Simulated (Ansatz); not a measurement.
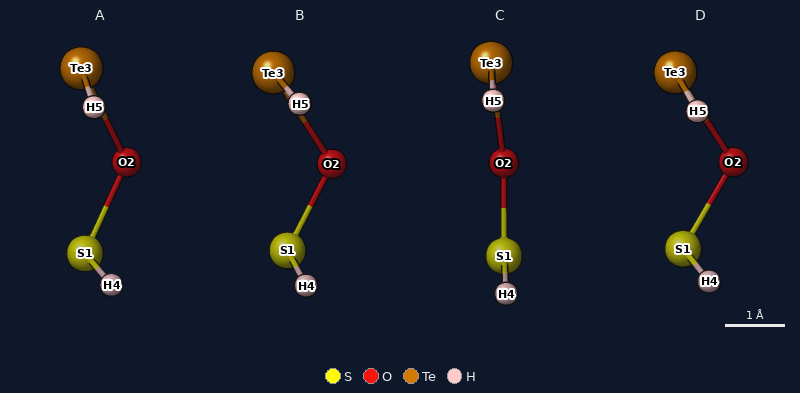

4 geometries from one relaxation of H2TeSO, in shuffled order. The picture is a ball-and-stick view, seen from a free direction.

It is one of the separated reactants of a reaction.

All numbers below come from RKS PBE-D4/def2-SVP (Ansatz). Settings: force threshold 0.03 eV/Å; at most 250 steps.

> Put them in the order of the run, from the start to the converged end.

C, A, D, B. They are steps 0, 2, 3, 8, at +25.7 kcal/mol, +3.44 kcal/mol, +0.75 kcal/mol relative to the last. The largest move after the best rigid fit is that of O2, 0.49 Å. By element the largest moves are O 0.49 Å, Te 0.34 Å, S 0.31 Å, H 0.19 Å. Among the contacts that change: Te3–H5 1.807 → 1.691 Å, S1–H4 1.468 → 1.378 Å, S1–O2 1.601 → 1.676 Å, O2–Te3 2.030 → 2.094 Å. Bond angles that change, for instance: S1–O2–Te3 154.5° → 120.2°, O2–S1–H4 108.8° → 99.4°, O2–Te3–H5 101.0° → 93.7°. Groups turn about S1–O2 by about 70°, O2–Te3 by about 70°. The energy falls by 25.7 kcal/mol in 8 geometry steps. Largest force component: 2.5 eV/Å at the start, 0.01 eV/Å at the end.
